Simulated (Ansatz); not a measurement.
# C2H8GaN (SMILES [CH3][Ga]([CH3])[NH2]): the electronic atomisation energy, rung by rung

C2H8GaN has 12 atoms, charge 0, and is taken as a singlet. SMILES: `[CH3][Ga]([CH3])[NH2]`. Geometry: relaxed at PBE0-D4/def2-TZVP.

Quantity: the electronic atomisation energy, in eV. The values are calculated. Electronic energies at fixed atoms, without zero-point motion or spin-orbit coupling.

```
          level                   kind  program  value (eV)  less CCSD(T)/cc-pVDZ  CPU time (all runs)
  SVWN5/cc-pVDZ                    LDA   Ansatz       48.13                 +8.17                 11 s
   BLYP/cc-pVDZ                    GGA   Ansatz       41.66                 +1.70                 15 s
 revPBE/cc-pVDZ                    GGA   Ansatz       41.46                 +1.50                 15 s
  B3LYP/cc-pVDZ          global hybrid   Ansatz       42.03                 +2.07                 19 s
   PBE0/cc-pVDZ          global hybrid   Ansatz       42.34                 +2.38                 18 s
    MP2/cc-pVDZ    perturbation theory   Ansatz       40.22                 +0.26                8.4 s
CCSD(T)/cc-pVDZ  coupled cluster or CI   Ansatz       39.96                  0.00                 79 s
   CCSD/cc-pVDZ  coupled cluster or CI   Ansatz       39.59                 -0.37                 47 s
```

CCSD(T)/cc-pVDZ is the highest level here, not the true value. All-electron rows without a relativistic Hamiltonian named are non-relativistic. The values span 39.59 to 48.13 eV. In the correlated wave-function rows the outer d shell of Ga is correlated, in sets not made for it. CPU times are rough (shared hosts, several kinds of processor): they show what a rung costs within a factor of a few.

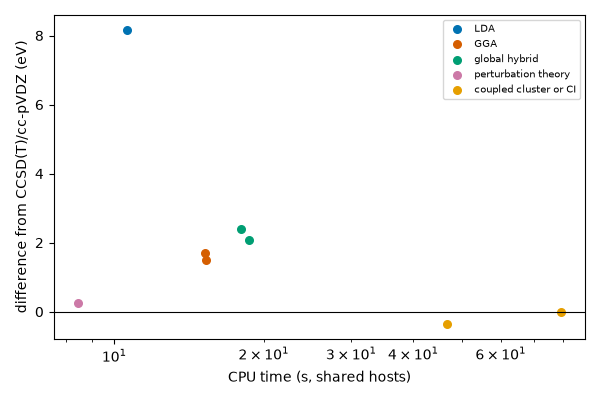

Difference from CCSD(T)/cc-pVDZ against processor time, one point a level.
